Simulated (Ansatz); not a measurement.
# C4H10Cl2GaN (SMILES CC[N](CC)[Ga]([Cl])[Cl]): what the fields show

Input file:

```
crystal:
  periodic: [false, false, false]
  atoms:
    - {symbol: C, position_ang: [0.269025, -1.387548, -1.770385]}
    - {symbol: C, position_ang: [-0.140662, -0.016583, -1.256872]}
    - {symbol: N, position_ang: [0.388226, 0.291455, 0.059770]}
    - {symbol: C, position_ang: [-0.295113, -0.313235, 1.189138]}
    - {symbol: C, position_ang: [-1.586958, 0.393529, 1.566793]}
    - {symbol: Ga, position_ang: [1.811614, 1.366578, 0.279987]}
    - {symbol: Cl, position_ang: [2.589807, 1.751404, 2.223529]}
    - {symbol: Cl, position_ang: [2.751463, 2.280527, -1.397030]}
    - {symbol: H, position_ang: [-0.047013, -2.183405, -1.092364]}
    - {symbol: H, position_ang: [1.354532, -1.447239, -1.879129]}
    - {symbol: H, position_ang: [-0.183196, -1.582928, -2.746074]}
    - {symbol: H, position_ang: [0.199232, 0.746536, -1.962638]}
    - {symbol: H, position_ang: [-1.235109, 0.059420, -1.234838]}
    - {symbol: H, position_ang: [-0.500809, -1.367720, 0.966065]}
    - {symbol: H, position_ang: [0.377755, -0.314479, 2.051251]}
    - {symbol: H, position_ang: [-2.078294, -0.121694, 2.396126]}
    - {symbol: H, position_ang: [-1.384874, 1.421918, 1.875555]}
    - {symbol: H, position_ang: [-2.289636, 0.423445, 0.731124]}
basis:
  gaussian: {orbitals: def2-TZVPP}
hamiltonian: {xc: pbe0, dispersion: d4}
output: {orbitals: {seedname: orbitals}}
```

Launched as:

```sh
ansatz run in.yaml --threads 4 --pin off --events-out ev --progress --plain --max-ram 41984MiB --backend cuda --devices 0, --max-vram 37GiB
```

Geometry: PBE0-D4/def2-TZVP.

All numbers below come from RKS PBE0-D4/def2-TZVPP (Ansatz).

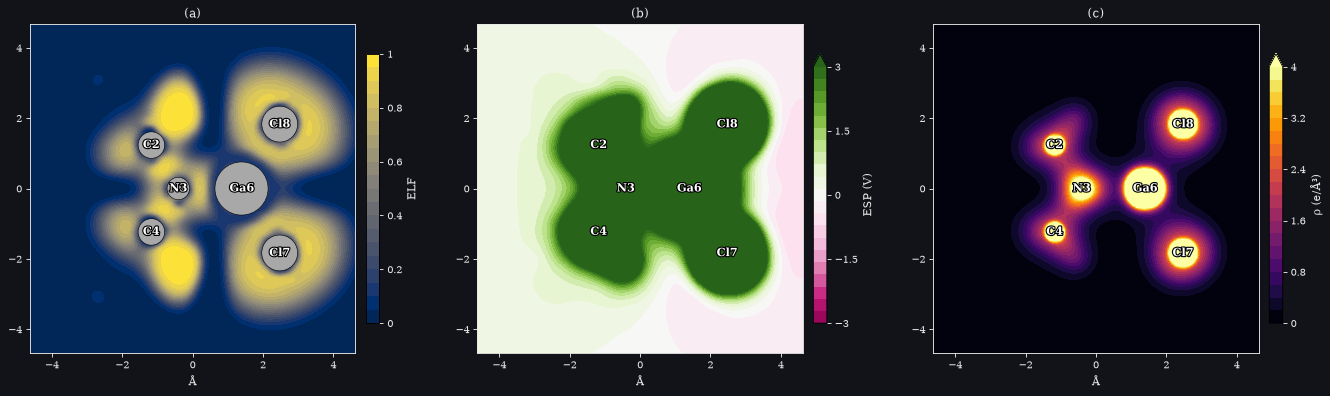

Figure 1. (a) electron localisation function; (b) electrostatic potential; (c) total electron density on the plane of atoms C2, N3 and C4. Grey discs cover the atomic cores in the ELF map.

> Interpret the plot.

- Atoms in the plane: C, N, Ga and Cl.
- C–N (1.45 Å): ρ is about 1.9 e/Å³ halfway; the ELF peaks at about 0.90 between the atoms: a shared electron pair.
- Ga–N (1.80 Å): ρ at the midpoint is about 0.98 e/Å³; the ELF peaks at about 0.85 in the valence shell of N, 0.6 Å from its nucleus, and is about 0.30 at the midpoint.
- Ga–Cl (2.13 Å): the density is about 0.75 e/Å³ at the midpoint; the ELF peaks at about 0.80 in the valence shell of Cl, 0.8 Å from its nucleus, and is about 0.60 at the midpoint.
- The ELF also peaks beside Cl7 and Cl8, away from the bonds: lone-pair regions.
- Outside the dense part of the molecule the potential is most negative (−0.6 V) near Cl7 and Cl8.

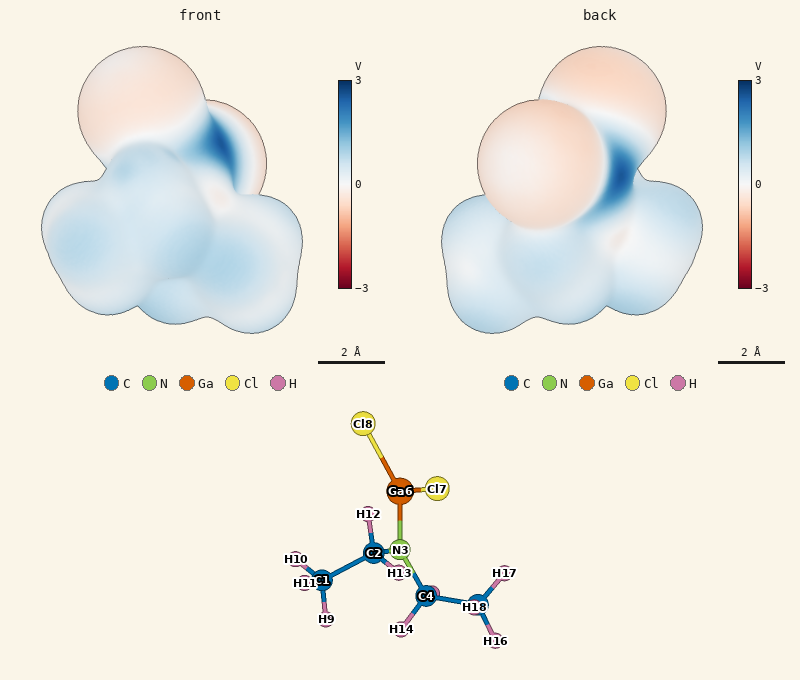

Figure 2. The molecular electrostatic potential painted on the density surface at 0.002 e/bohr³, seen from the front and from behind; the colour scale runs from red (negative) to blue (positive). The bare structure is drawn below in the same view.

> Which sites attract a positive test charge, and which a negative one?

A positive charge is drawn to the negative regions and a negative charge to the positive ones. The most negative region (about −0.6 V) lies over Cl7 and Cl8, the most positive (about +2.4 V) over Ga6.

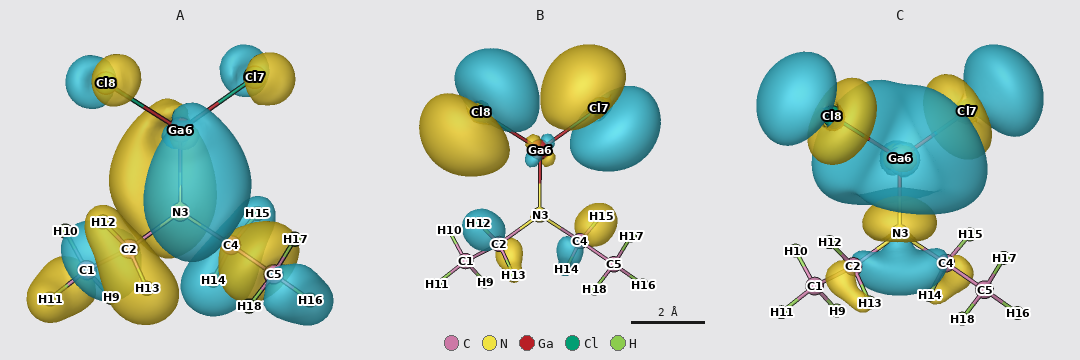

Figure 3. Three frontier orbitals at ±0.06 Å⁻³ᐟ² (yellow and cyan are the two phases), in no order.

> Order the three orbitals by energy and name them.

B is the HOMO−1 (−9.00 eV). It lies mainly on Cl7 (about 45 %) and Cl8 (about 45 %); largely a combination of lone pairs on Cl7 and Cl8. A is the HOMO (−6.81 eV). By Hirshfeld shares it lies mainly on N3 (about 50 %), Ga6 (about 10 %), C2 (about 5 %) and C4 (about 5 %). C is the LUMO (−0.89 eV). It lies mainly on Ga6 (about 45 %), Cl7 (about 20 %), Cl8 (about 20 %) and N3 (about 10 %).

> What is the HOMO–LUMO gap?

5.92 eV between the orbital energies.
